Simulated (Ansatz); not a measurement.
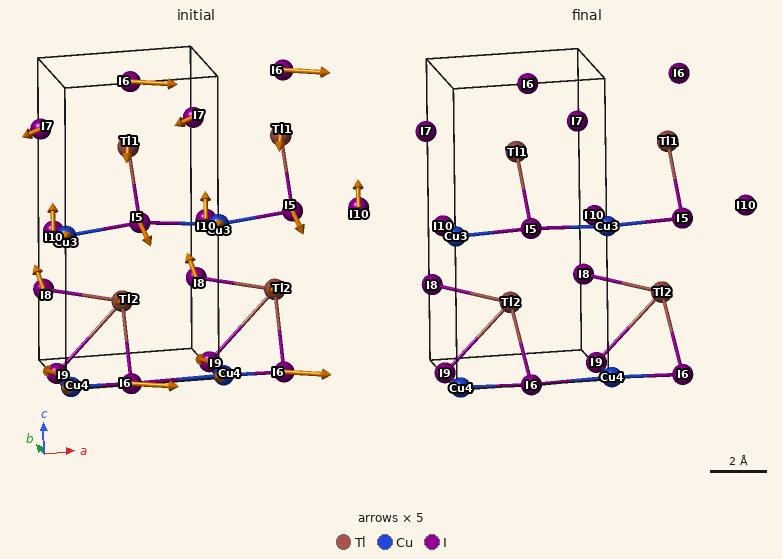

The structure of crystalline TlCuI$_{3}$ (a generated structure, set up in P1) (coarse preliminary run) before (left) and after (right) a relaxation, at one scale. The orange arrows give the displacements (the part carried along by the change of the cell is left out), 5 times their true length.

A ball-and-stick model of the cell of the calculation, repeated 2 × 1 × 1 with one cell outlined, seen slightly off an axis.

These are results of DFT PBE, scalar-relativistic, plane waves, PAW (Ansatz), not measurements.

The input:
```yaml
crystal:
  lattice:
    - [-5.6330008052, -0.1185621586, 0.0210472433]
    - [0.0210472433, -0.0599287139, -5.5545028419]
    - [-0.2371243173, -11.1515257402, -0.1198574279]
  atoms:
    - { symbol: Tl, position: [0.4981809936, 0.4830414015, 0.7375917592] }
    - { symbol: Tl, position: [0.4608067113, 0.5148793215, 0.2255361202] }
    - { symbol: Cu, position: [0.0097424215, 1.0290967049, 0.5071524033] }
    - { symbol: Cu, position: [0.0400060258, 1.0381760348, 0.0048604682] }
    - { symbol: I, position: [0.49069674, 0.0164645427, 0.5335980332] }
    - { symbol: I, position: [0.4352606873, 0.039842639, 0.0002590925] }
    - { symbol: I, position: [1.0156818699, 0.991380611, 0.7652320189] }
    - { symbol: I, position: [1.0248598079, 0.9573735706, 0.2378825968] }
    - { symbol: I, position: [1.0188915192, 0.4507117274, 1.0094023676] }
    - { symbol: I, position: [1.0058732236, 0.4790334466, 0.4784851402] }
basis:
  ecutwfc: 420
kpoints:
  mp_grid: { grid: [4, 4, 2] }
hamiltonian:
  xc: pbe
scf:
  occupations: { method: gaussian, width: 0.2 }
  lower_state_search: "off"
output:
  forces: true
  stress: true
  eigenvalues: true
relax:
  adjacent_minimum: "off"
  f_tol: 0.025
  max_steps: 60
  cell: { stress_tol: 0.25 }
```

Run as
```bash
ansatz run input.yaml --threads 1 --pin off --max-ram 2560MiB --backend cpu --events-out ev --progress --plain --runs-dir out
```

> Summarise the run.

The run was cut off at its time limit before the relaxation converged, so the last structure is only a point on the way. The atom that moves furthest relative to the cell is I6 (0.36 Å along [2 −1 0]). Largest moves by element: I 0.36 Å, Cu 0.16 Å, Tl 0.13 Å. Cell: a 5.634 → 5.585 Å (−0.9 %), b 5.555 → 5.552 Å (−0.1 %), c 11.155 → 11.130 Å (−0.2 %), β 87.6° → 88.5°. Volume −1.1 %. Some distances before and after: I6–I9 3.285 → 3.801 Å, Cu4–I6 3.410 → 2.979 Å, Cu4–I6 (another image) 2.225 → 2.608 Å, I6–I8 3.464 → 3.832 Å. Bond angles that change, for instance: Cu3–I8–Cu4 162.6° → 171.4°, I7–Cu4–I8 163.9° → 172.6°, I10–Cu3–I10 166.7° → 174.2°. The space group stays P1 (No. 1). Over 2 geometry steps the energy falls by 159 meV per atom. Largest force component: 5 eV/Å at the start, 0.51 eV/Å at the end. Pressure: 3.46 GPa at the start and 0.46 GPa at the end. The run took 8.9 min on 1 thread of Arm Neoverse N1 (shared host), peak memory 0.91 GiB.
